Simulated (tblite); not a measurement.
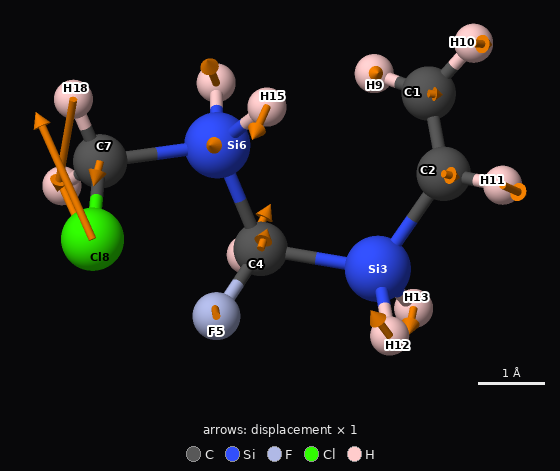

A relaxation of C₄H₁₀ClFSi₂. The starting structure is drawn; orange arrows show the displacements, at their true length. The two geometries are superimposed by the best rigid fit.

Style: ball-and-stick. Shown face on.

Level of theory: GFN2-xTB geometry optimisation, gas phase in tblite 0.8.0. 

What did the optimiser do to the structure, and how much energy did it gain?

Answer. The largest move after the best rigid fit is that of the Cl atom, 2.16 Å. By element the largest moves are Cl 2.16 Å, H 1.89 Å, F 1.03 Å, C 0.41 Å, Si 0.33 Å. Some distances before and after: C–Si 1.829 → 1.924 Å, C–Si 1.817 → 1.881 Å, C–Si 1.874 → 1.907 Å, C–H 1.119 → 1.088 Å. Bond angles that change, for instance: C–Si–C 116.0° → 110.2°, H–Si–H 104.6° → 110.3°, F–C–H 108.5° → 104.1°. Groups turn about C–Si by about 120°, C–Si by about 45°, C–Si by about 35°. Over 159 geometry steps the energy falls by 57.4 kJ/mol. The run took 2.5 s on 1 thread of Arm Neoverse N1, on a shared host.
